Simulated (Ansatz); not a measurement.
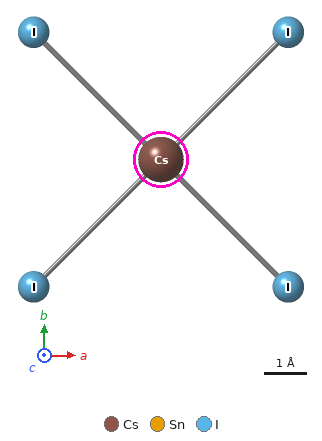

Perfect CsSnI$_{3}$. A ball-and-stick model of the atoms within 6.0 Å of one point, in a slice 4.2 Å thick across the line of sight, seen along the c axis.

These are results of Ansatz 0.2.0, DFT, PBEsol, PAW, plane waves, not measurements. (plane-wave cutoff 420 eV; k-point mesh 1 × 1 × 1; mesh shifted by (0.25, 0.25, 0.25); no spin polarisation) Fermi-Dirac smearing of 0.01 eV. A uniform background neutralises the charged cell. The axes drawn are those of the host's conventional cell.

A caesium atom is taken out (a vacancy) at the ringed place, in charge state −1. The supercell has 40 sites, and the atoms are relaxed at the host's cell.

Question: Predict the relaxed surroundings of the defect.

Answer: Around the empty Cs site the host had ; after relaxation the nearest atoms are . Of the host's atoms, an iodine atom moves furthest from its site, by 0.16 Å.

The relaxed defect, seen from the same direction:

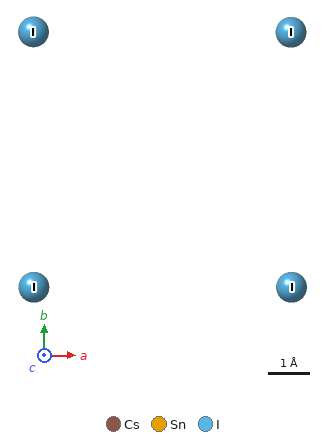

Limits of the set-up: the cell is charged, on a uniform background, and energies carry no finite-size correction.
